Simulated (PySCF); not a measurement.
## EPR calculation of C3H5O2S2Si

C3H5O2S2Si, multiplicity 2, computed with UKS B3LYP, pcH-1 on C H O S Si, non-relativistic, mean-field spin-orbit, GIAO (PySCF 2.14.0).

It belongs to a series of runs on one base structure; here: H removed from Si.

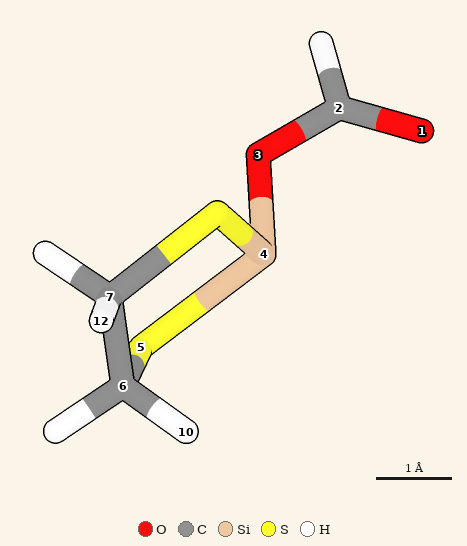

**Figure 1.** The input geometry (stick view, seen at a tilt; atoms are numbered from 1 in the order of the input).

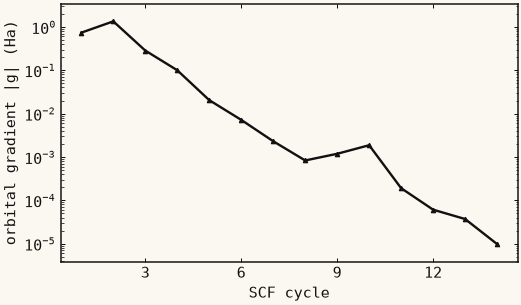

**Figure 2.** Convergence of the self-consistent field: orbital gradient |g| against the SCF cycle. All cycles printed in the log are drawn one after another.

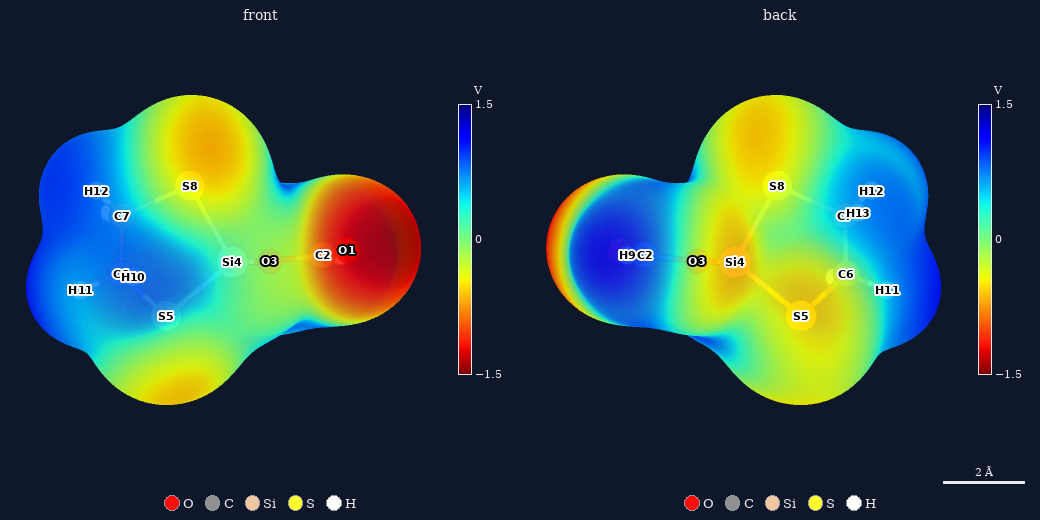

**Figure 3.** The molecular electrostatic potential painted on the density surface at 0.001 e/bohr³, seen at a tilt and from behind; the colour scale runs from red (negative) to blue (positive).

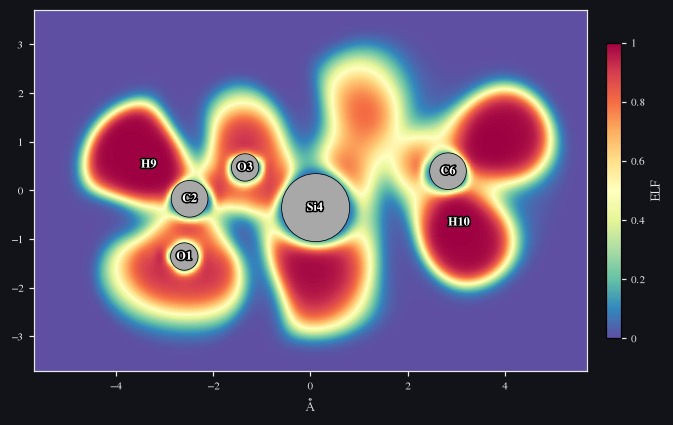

**Figure 4.** ELF on the plane of atoms O1, C2 and O3. Grey discs, where drawn, cover atomic cores. Atoms in the plane: O, C, Si and H. C–O (1.19 Å): the ELF peaks at about 0.85 between the atoms (a multiple bond by its length, whose ELF region spreads away from the axis). C–H (1.10 Å): the ELF climbs to about 1 towards the hydrogen, as it does in any bond to H (a covalent bond by its length). C–O (1.31 Å): the ELF peaks at about 0.90 between the atoms, which marks a shared but strongly polarised pair.

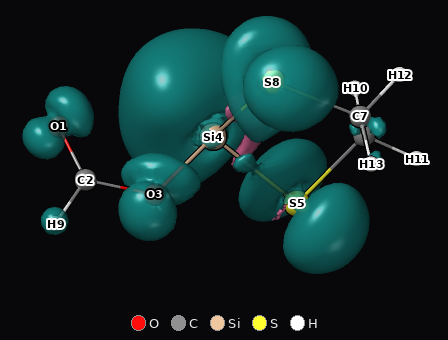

**Figure 5.** Isosurfaces of the spin density at +0.008 (teal) and −0.008 e/Å³ (pink), seen at an oblique angle. The unpaired spin (1 electron) lies mostly on Si4 (about 0.6), S8 (about 0.1) and S5 (about 0.1), in electrons by Hirshfeld's partition.

The input that produced these results follows, with the program's output.

**Input**
```
{"job": {"kind": "epr", "basis": "pcH-1"}, "charge": 0, "multiplicity": 2}
O      3.286379    -1.632732     0.850981
C      3.236945    -0.815409    -0.014524
O      2.131057    -0.301715    -0.493645
Si     0.643430    -0.760683     0.108530
S     -0.699648    -0.632206    -1.570655
C     -2.033638    -0.077624    -0.462405
C     -1.606933     1.130128     0.341873
S     -0.131038     0.813970     1.374678
H      4.117156    -0.389632    -0.521516
H     -2.309379    -0.911286     0.182856
H     -2.878079     0.179766    -1.101160
H     -2.400926     1.436123     1.022446
H     -1.359714     1.961786    -0.318931
```

The first line tells a small driver script what to run in PySCF; the rest is the geometry in Å.

Launched with:
```bash
OMP_NUM_THREADS=1 python <driver script> task.json out
```

**Log**
```
UKS, coarse grid
  cycle   1  E = -1353.55117127  |g| = 7.35e-01
  cycle   2  E = -1353.05034106  |g| = 1.34e+00
  cycle   3  E = -1353.71262652  |g| = 2.84e-01
  cycle   4  E = -1353.73951242  |g| = 9.98e-02
  cycle   5  E = -1353.74265352  |g| = 2.04e-02
  cycle   6  E = -1353.74284125  |g| = 7.15e-03
  cycle   7  E = -1353.74286462  |g| = 2.30e-03
  cycle   8  E = -1353.74286805  |g| = 8.28e-04
UKS, final grid
  cycle   1  E = -1353.74289016  |g| = 1.18e-03
  cycle   2  E = -1353.74288904  |g| = 1.86e-03
  cycle   3  E = -1353.74289092  |g| = 1.90e-04
  cycle   4  E = -1353.74289094  |g| = 6.06e-05
  cycle   5  E = -1353.74289094  |g| = 3.69e-05
  cycle   6  E = -1353.74289094  |g| = 9.76e-06
E = -1353.74289094 Eh   <S^2> = 0.7524 (exact 0.7500)
g shifts (ppm)      1          2          3
  rmc          -216       -216       -216
  gc             18         85         71
  oz_so       -1127       2046       7669
  total       -1325       1915       7525
hyperfine (MHz)  atom isotope    a_iso     a_fc   dipolar eigenvalues
    0   17O      -7.01      -7.05     -8.92      4.32      4.61
    1   13C       0.77       0.77     -1.48     -0.03      1.51
    2   17O      -8.66      -8.55    -24.70     12.21     12.48
    3  29Si    -896.53    -897.16   -124.05     60.75     63.30
    4   33S      14.09      14.00    -16.71    -15.54     32.25
    5   13C       1.42       1.41     -0.70     -0.51      1.21
    6   13C      -1.23      -1.24     -1.34     -0.75      2.09
    7   33S      29.91      29.79    -16.92    -16.02     32.95
    8    1H      14.96      14.96     -1.74     -1.30      3.04
    9    1H       2.72       2.72     -1.94     -1.60      3.54
   10    1H       4.55       4.54     -1.39     -0.86      2.25
   11    1H      -1.06      -1.07     -1.44     -0.83      2.26
   12    1H       8.97       8.97     -1.00     -0.67      1.67
```

**Summary**

```json
{"quantity": "outcome", "value": "converged"}
{"quantity": "total energy", "value": "−1353.742891 hartree"}
{"quantity": "⟨S²⟩", "value": "0.752"}
{"quantity": "isotropic g", "value": "2.0050"}
{"quantity": "hardware", "value": "1 CPU thread, shared host"}
{"quantity": "wall time", "value": "85 s"}
{"quantity": "peak memory", "value": "0.96 GiB"}
```
